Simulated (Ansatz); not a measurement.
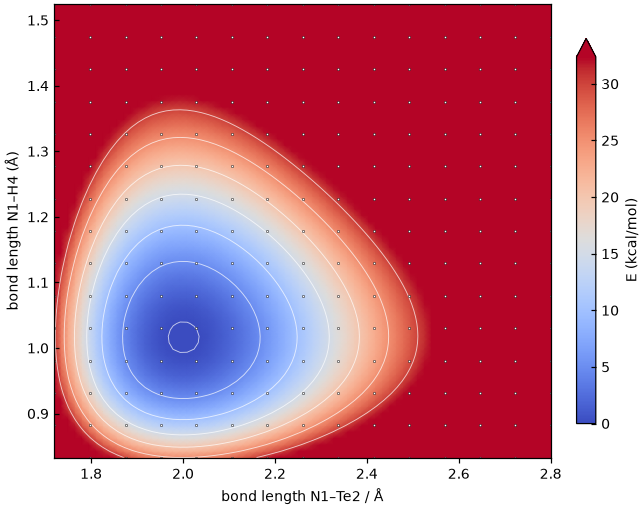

H₂NTe, SMILES N[Te], spin multiplicity 2. 
- The first coordinate is: bond length N1–Te2; the second: bond length N1–H4.
- Nothing is relaxed (all other coordinates rigid).
- The grid has 15 × 15 points.
- Points are written as (first, second).
- Energies: kcal/mol, counted from the lowest grid point.
- All numbers below come from Ansatz 0.2.0, UKS PBE-D4/def2-TZVP.

In the figure: a smooth colour map with a few white contour lines, dots at the grid points, one colour for all values above the top of the scale. Between grid points the surface is interpolated.

### Where is the minimum, and how stiff is the well along each coordinate?

The interpolated minimum is at bond length N1–Te2 ≈ 2.000 Å, bond length N1–H4 ≈ 1.016 Å. The curvatures there are about 21 eV/Å² and 43 eV/Å², with a cross term of about 0 eV/Å². Round the minimum the two coordinates are nearly uncoupled. (1 eV is 23.1 kcal/mol.)
